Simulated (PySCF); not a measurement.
## Run report: CH4ClFGeO, geometry relaxation

System: CH4ClFGeO, SMILES [CH3][Ge]([OH])([F])[Cl].
Method: PBE0-D3(BJ)/def2-SVP geometry optimisation, gas phase (PySCF 2.14.0).

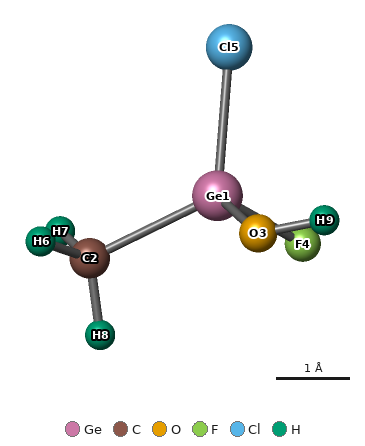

The input geometry (ball-and-stick view, seen at a tilt; atoms are numbered from 1 in the order of the input). Sticks mark near contacts. Bond lengths as drawn: Cl–Ge 2.08 Å, C–Ge 2.01 Å, C–H 1.08 to 1.10 Å, F–Ge 1.79 Å, Ge–O 1.74 Å and H–O 0.95 Å.

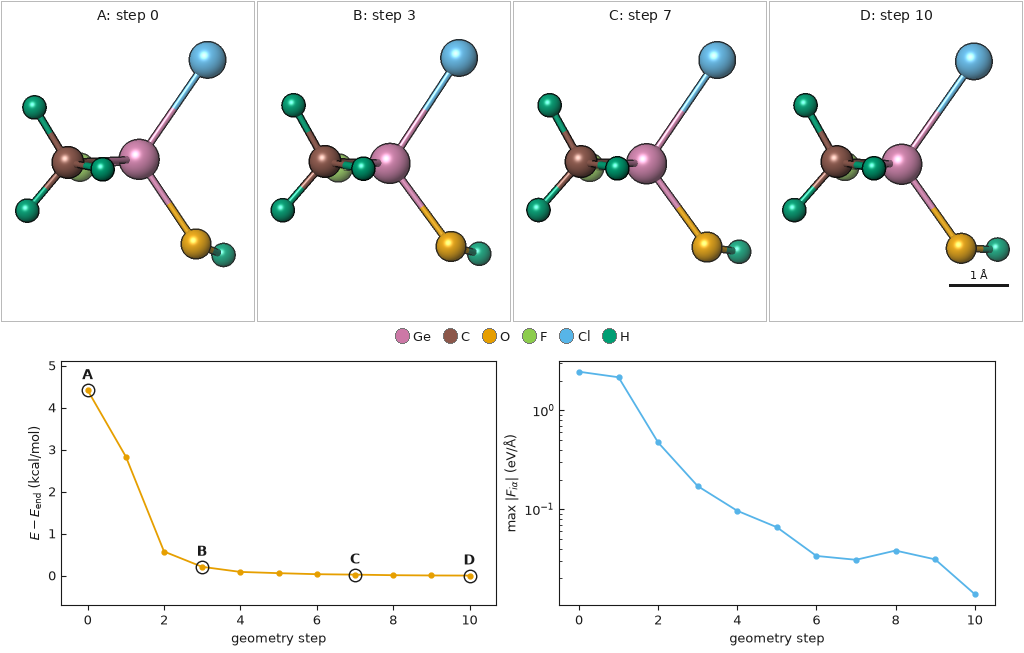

Frames of the relaxation (ball-and-stick view, seen at a tilt) above the curves, on which the letters mark them (steps are counted from 0).

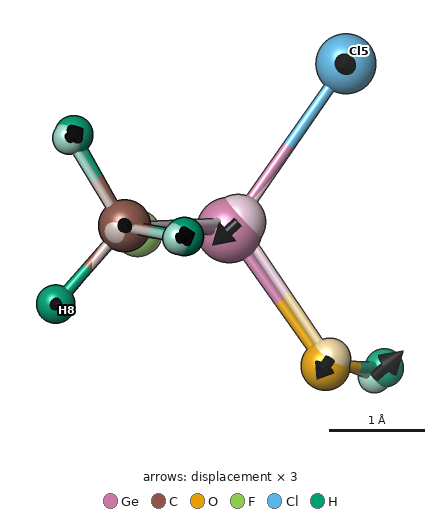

Start (faint) and end (solid) with the displacements as black arrows, magnified 3 times (ball-and-stick view, seen at a tilt). The two geometries are laid on each other by the best rigid fit. H9 moves most after the best rigid fit: 0.15 Å. By element the largest moves are H 0.15 Å, Ge 0.12 Å, Cl 0.09 Å, O 0.09 Å, F 0.06 Å, C 0.05 Å. Distances before and after: Ge1–C2 2.006 → 1.913 Å, Ge1–Cl5 2.078 → 2.149 Å, Ge1–F4 1.789 → 1.735 Å, Ge1–O3 1.736 → 1.753 Å. Among the angles that change: C2–Ge1–Cl5 118.8° → 113.2°, C2–Ge1–F4 108.2° → 111.0°, C2–Ge1–O3 108.2° → 111.0°. After 10 geometry steps the energy has fallen by 4.41 kcal/mol. Largest force component: 2.5 eV/Å at the start, 0.014 eV/Å at the end. (Atoms are counted from 1 in the order of the input.)

The input and output of the run follow.

## The input
```
{"job": {"xc": "PBE0", "basis": "def2-SVP", "d3": "d3bj", "grid": 2, "kind": "geom", "shake": 0.01}, "charge": 0, "multiplicity": 1}
Ge     0.517468    -0.377761     0.084358
C     -0.701334     1.208549    -0.059033
O     -0.458002    -1.813171     0.089066
F      1.477519    -0.482549    -1.421836
Cl     1.929517    -0.419173     1.608434
H     -1.426633     1.182048     0.745312
H     -0.111047     2.129184     0.013154
H     -1.194036     1.182301    -1.017064
H      0.010797    -2.632576    -0.050940
```

The first line tells a small driver script what to run in PySCF; the rest is the geometry in Å.

Run as:
```bash
OMP_NUM_THREADS=1 python <driver script> task.json out
```

## Log
```
step   0  E = -2751.69886014  max force = 0.047931
step   1  E = -2751.70137736  max force = 0.042134
step   2  E = -2751.70497843  max force = 0.009226
step   3  E = -2751.70555914  max force = 0.003342
step   4  E = -2751.70575182  max force = 0.001880
step   5  E = -2751.70579876  max force = 0.001284
step   6  E = -2751.70583836  max force = 0.000656
step   7  E = -2751.70585476  max force = 0.000602
step   8  E = -2751.70587605  max force = 0.000745
step   9  E = -2751.70588631  max force = 0.000606
step  10  E = -2751.70589030  max force = 0.000270
optimisation converged
```

## Trajectory as extended XYZ (Å, eV, eV/Å), 11 frames, from step=0 to step=10
```
9
Properties=species:S:1:pos:R:3:forces:R:3 step=0 energy=-74877.53989
Ge    0.5175   -0.3778    0.0844   -0.8526   1.2503  -2.4647
C    -0.7013    1.2086   -0.0590    1.5583  -0.8339   0.5480
O    -0.4580   -1.8132    0.0891   -0.6118   0.0223   0.1698
F     1.4775   -0.4825   -1.4218   -0.5895   0.1166   1.0934
Cl    1.9295   -0.4192    1.6084    0.7913   0.0627   0.9460
H    -1.4266    1.1821    0.7453   -0.3643  -0.0677   0.3777
H    -0.1110    2.1292    0.0132    0.0846   0.0394   0.0402
H    -1.1940    1.1823   -1.0171   -0.3223  -0.1802  -0.6618
H     0.0108   -2.6326   -0.0509    0.3063  -0.4094  -0.0486
9
Properties=species:S:1:pos:R:3:forces:R:3 step=1 energy=-74877.60839
Ge    0.4383   -0.3738    0.0217   -1.0367  -0.2793   2.1666
C    -0.5527    1.2265   -0.1838   -0.3201   0.3578  -0.1642
O    -0.6508   -1.7572    0.1529    0.0881   0.2162   0.0514
F     1.4849   -0.8188   -1.1972    1.4540  -0.3512  -1.9295
Cl    1.7752   -0.3044    1.7331   -0.2636   0.0469  -0.1548
H    -1.3106    1.2609    0.6156    0.0720  -0.0151  -0.0799
H     0.0870    2.1155   -0.1098    0.0554  -0.0514   0.0149
H    -1.0606    1.2210   -1.1608    0.0090   0.0080   0.0702
H    -0.1666   -2.5927    0.1205   -0.0581   0.0681   0.0252
9
Properties=species:S:1:pos:R:3:forces:R:3 step=2 energy=-74877.70638
Ge    0.4466   -0.3933    0.0320    0.4078  -0.2117  -0.1557
C    -0.5595    1.2268   -0.1813    0.0316  -0.0181  -0.1280
O    -0.6576   -1.7542    0.1690    0.1414   0.1065  -0.0455
F     1.5436   -0.7934   -1.2838   -0.4744   0.2652   0.4439
Cl    1.7511   -0.3070    1.7539   -0.1463  -0.0198  -0.1722
H    -1.3168    1.2611    0.6143    0.0164  -0.0276   0.0165
H     0.0909    2.1071   -0.1009    0.0429  -0.0300   0.0038
H    -1.0649    1.2271   -1.1576    0.0202  -0.0134   0.0088
H    -0.1893   -2.5972    0.1465   -0.0396  -0.0510   0.0284
9
Properties=species:S:1:pos:R:3:forces:R:3 step=3 energy=-74877.72218
Ge    0.4427   -0.3941    0.0381    0.1719  -0.0946   0.0041
C    -0.5549    1.2231   -0.1838   -0.0097   0.0097  -0.0569
O    -0.6549   -1.7569    0.1676    0.0749   0.0062  -0.0297
F     1.5225   -0.7590   -1.2792   -0.1593   0.1107   0.1068
Cl    1.7448   -0.3110    1.7523   -0.0676  -0.0215  -0.0620
H    -1.3123    1.2598    0.6115   -0.0019   0.0199   0.0024
H     0.1046    2.0966   -0.1025    0.0166  -0.0117   0.0028
H    -1.0558    1.2221   -1.1619    0.0118  -0.0054   0.0028
H    -0.1926   -2.6036    0.1501   -0.0367  -0.0133   0.0296
9
Properties=species:S:1:pos:R:3:forces:R:3 step=4 energy=-74877.72743
Ge    0.4400   -0.3982    0.0444   -0.0687   0.0392   0.0654
C    -0.5523    1.2232   -0.1843   -0.0087  -0.0361   0.0264
O    -0.6494   -1.7662    0.1640    0.0156  -0.0216  -0.0278
F     1.5037   -0.7188   -1.2842    0.0500   0.0015  -0.0967
Cl    1.7377   -0.3281    1.7537    0.0077  -0.0185   0.0234
H    -1.3134    1.2724    0.6067   -0.0031   0.0284  -0.0066
H     0.1180    2.0883   -0.1024    0.0078   0.0017  -0.0039
H    -1.0454    1.2216   -1.1658    0.0086  -0.0038  -0.0081
H    -0.1949   -2.6171    0.1599   -0.0092   0.0092   0.0279
9
Properties=species:S:1:pos:R:3:forces:R:3 step=5 energy=-74877.72870
Ge    0.4373   -0.3990    0.0457   -0.0577   0.0211   0.0263
C    -0.5514    1.2230   -0.1818   -0.0168  -0.0094   0.0357
O    -0.6479   -1.7703    0.1582   -0.0054  -0.0193  -0.0310
F     1.4967   -0.6986   -1.2924    0.0464  -0.0102  -0.0660
Cl    1.7335   -0.3428    1.7553    0.0239  -0.0147   0.0303
H    -1.3154    1.2813    0.6056   -0.0003   0.0182  -0.0065
H     0.1249    2.0836   -0.1000    0.0007   0.0049  -0.0078
H    -1.0390    1.2214   -1.1660    0.0054   0.0009  -0.0069
H    -0.1946   -2.6215    0.1676    0.0037   0.0084   0.0259
9
Properties=species:S:1:pos:R:3:forces:R:3 step=6 energy=-74877.72978
Ge    0.4330   -0.4011    0.0449   -0.0200   0.0140  -0.0233
C    -0.5514    1.2252   -0.1758   -0.0008   0.0019   0.0256
O    -0.6463   -1.7776    0.1429   -0.0265  -0.0027  -0.0338
F     1.4894   -0.6726   -1.3051    0.0107  -0.0090   0.0047
Cl    1.7287   -0.3730    1.7562    0.0206  -0.0044   0.0120
H    -1.3196    1.2963    0.6061    0.0030  -0.0061   0.0010
H     0.1326    2.0803   -0.0944   -0.0023   0.0018  -0.0069
H    -1.0311    1.2262   -1.1640   -0.0008   0.0022  -0.0012
H    -0.1913   -2.6267    0.1812    0.0161   0.0022   0.0218
9
Properties=species:S:1:pos:R:3:forces:R:3 step=7 energy=-74877.73023
Ge    0.4306   -0.4016    0.0413    0.0140  -0.0062  -0.0274
C    -0.5513    1.2267   -0.1710    0.0031   0.0161   0.0060
O    -0.6472   -1.7801    0.1286   -0.0223   0.0036  -0.0301
F     1.4885   -0.6610   -1.3113   -0.0087  -0.0033   0.0309
Cl    1.7263   -0.3916    1.7544    0.0078   0.0007  -0.0042
H    -1.3203    1.3001    0.6096    0.0030  -0.0134   0.0051
H     0.1355    2.0796   -0.0888   -0.0034   0.0003  -0.0024
H    -1.0285    1.2311   -1.1606   -0.0058   0.0028   0.0041
H    -0.1893   -2.6263    0.1900    0.0123  -0.0006   0.0179
9
Properties=species:S:1:pos:R:3:forces:R:3 step=8 energy=-74877.73081
Ge    0.4284   -0.4026    0.0319    0.0378  -0.0174  -0.0150
C    -0.5510    1.2295   -0.1623    0.0121   0.0186  -0.0215
O    -0.6493   -1.7828    0.0988   -0.0036   0.0082  -0.0164
F     1.4915   -0.6443   -1.3204   -0.0220   0.0040   0.0383
Cl    1.7225   -0.4220    1.7482   -0.0116   0.0065  -0.0200
H    -1.3192    1.2991    0.6191    0.0023  -0.0159   0.0094
H     0.1379    2.0804   -0.0768   -0.0034  -0.0023   0.0058
H    -1.0283    1.2428   -1.1521   -0.0111   0.0012   0.0106
H    -0.1884   -2.6230    0.2057   -0.0005  -0.0029   0.0088
9
Properties=species:S:1:pos:R:3:forces:R:3 step=9 energy=-74877.73109
Ge    0.4290   -0.4029    0.0234    0.0312  -0.0174  -0.0009
C    -0.5505    1.2306   -0.1567    0.0105   0.0121  -0.0263
O    -0.6501   -1.7830    0.0767    0.0105   0.0069  -0.0037
F     1.4969   -0.6347   -1.3260   -0.0162   0.0052   0.0205
Cl    1.7199   -0.4381    1.7421   -0.0158   0.0064  -0.0175
H    -1.3157    1.2913    0.6285    0.0010  -0.0087   0.0092
H     0.1375    2.0816   -0.0669   -0.0023  -0.0015   0.0080
H    -1.0322    1.2516   -1.1442   -0.0109   0.0000   0.0096
H    -0.1906   -2.6195    0.2154   -0.0080  -0.0030   0.0011
9
Properties=species:S:1:pos:R:3:forces:R:3 step=10 energy=-74877.73120
Ge    0.4313   -0.4029    0.0172    0.0068  -0.0062   0.0048
C    -0.5504    1.2306   -0.1537    0.0043   0.0002  -0.0139
O    -0.6491   -1.7822    0.0640    0.0136   0.0029   0.0027
F     1.5018   -0.6299   -1.3298   -0.0031   0.0028  -0.0008
Cl    1.7185   -0.4427    1.7376   -0.0079   0.0030  -0.0052
H    -1.3115    1.2822    0.6363    0.0013  -0.0002   0.0053
H     0.1354    2.0829   -0.0605   -0.0013  -0.0007   0.0045
H    -1.0386    1.2568   -1.1377   -0.0060  -0.0007   0.0057
H    -0.1931   -2.6178    0.2187   -0.0077  -0.0011  -0.0031
```

## Key numbers

- outcome: converged
- total energy: −2751.705890 hartree
- dipole moment: 1.69 D
- point group: C1
- hardware: 1 CPU thread, shared host
- wall time: 84 s
- peak memory: 0.56 GiB
